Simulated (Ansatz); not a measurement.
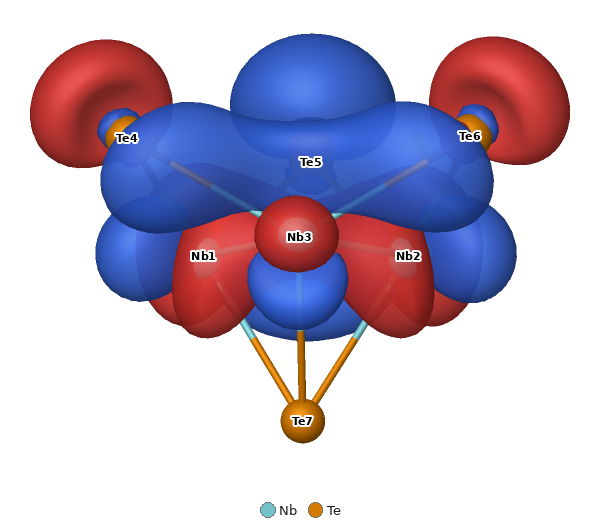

Nb₃Te₄ (charge +1, triplet). The HOMO−1 (α) at ±0.08 Å⁻³ᐟ² (blue and red are the two phases), seen from one side.

Geometry: PBE-D4/def2-SVP; core potentials replace the inner electrons of Nb and Te.

Level of theory: Ansatz, UKS PBE0-D4/def2-TZVP.

```xyz
7

Nb   -1.5022    0.1578    0.5423
Nb    1.1898   -0.4689    0.9883
Nb    0.3819    0.9468   -1.0124
Te   -2.0440    0.2895   -2.0682
Te   -0.7491   -2.2877    1.3737
Te    2.4676   -0.7820   -1.3310
Te    0.2560    2.1446    1.5071
```

Where does this orbital lie, and at what energy?

Answer. Its weight (Hirshfeld) is mainly on Nb1 (about 25 %), Nb2 (about 25 %), Te5 (about 20 %), Nb3 (about 10 %), Te4 (about 10 %) and Te6 (about 10 %). Its energy is −10.20 eV.
